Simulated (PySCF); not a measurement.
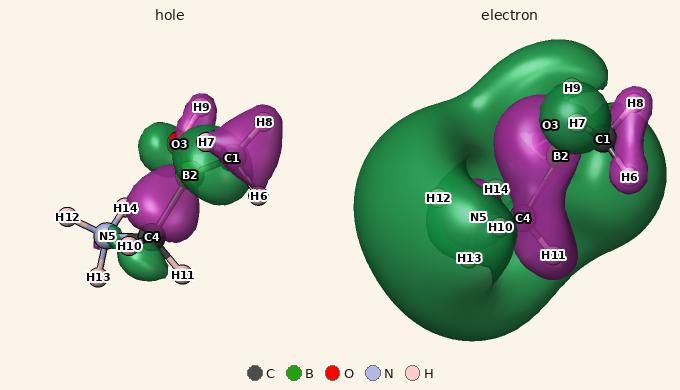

Figure 1: C2H9BNO, charge +1, SMILES `CB(O)C[NH3+]`. Leading natural transition orbital pair of S₂ (TDA singlet states); the surfaces enclose about 78 % of each orbital's density.

Computed with PySCF, PBE0/6-31+G*, geometry: GFN2-xTB. No frequency check shows the geometry to be a minimum.

Geometry (Å), atoms numbered from 1:

```
C1      -2.0510   -0.5292   -0.0590
B2      -0.6050    0.0725    0.0235
O3      -0.2684    1.3655    0.0490
C4       0.7019   -0.8780    0.1088
N5       1.9270   -0.0411   -0.0880
H6      -2.1847   -1.3758    0.6088
H7      -2.2460   -0.9120   -1.0600
H8      -2.8350    0.1915    0.1576
H9      -0.9650    2.0241    0.0340
H10      0.6962   -1.6969   -0.6067
H11      0.7419   -1.3295    1.0999
H12      2.1623    0.0204   -1.0835
H13      2.7416   -0.3858    0.4286
H14      1.6652    0.9090    0.2290
```

**Give its energy and the atoms that hole and electron lie on.**

7.67 eV (162 nm), f = 0.002, partly diffuse acceptor orbital; the leading pair carries 100 %; hole on C1 (29 %), B2 (21 %) and C4 (17 %), electron on B2 (26 %), N5 (12 %) and C4 (10 %) (atom shares of so diffuse an orbital are rough); their centroids lie 1.6 Å apart. In canonical orbitals it is mainly HOMO → LUMO+1 (60 %). The HOMO–LUMO gap is 8.58 eV.

Cost of the run: 79 s on 1 thread of AMD EPYC 9R45 96-Core Processor (Zen 5), on a shared host, peak memory 0.63 GiB.
